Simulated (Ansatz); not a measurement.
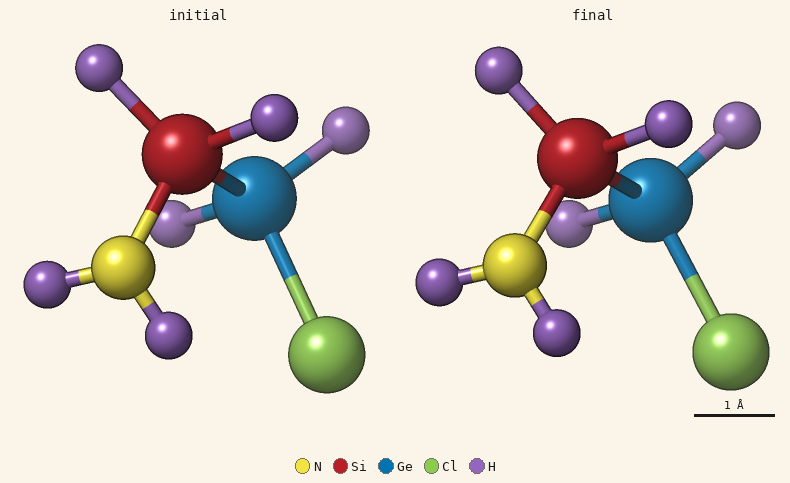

The structure of GeSiNH$_{6}$Cl before (left) and after (right) a relaxation, at one scale.

A ball-and-stick model, seen from a free direction.

The start comes from PBE-D4/def2-SVP.

Level of theory: RKS PBE0-D4/def2-TZVP (Ansatz). Settings: force threshold 0.005 eV/Å; at most 150 steps.

### What changed between the two?

Over 7 geometry steps the energy falls by 5.20 kJ/mol. The largest force component goes from 0.58 to 0.0034 eV/Å. The atom that moves furthest after the best rigid fit is an H atom (0.22 Å). By element the largest moves are H 0.22 Å, Cl 0.21 Å, Si 0.06 Å, N 0.05 Å, Ge 0.03 Å. Some distances before and after: Cl–Ge 2.221 → 2.184 Å, N–Si 1.747 → 1.717 Å, H–Si 1.505 → 1.486 Å, H–N 1.025 → 1.008 Å. Bond angles that change, for instance: Si–Ge–Cl 98.6° → 102.7°, Si–N–H 114.7° → 118.5°, N–Si–Ge 109.1° → 112.5°.
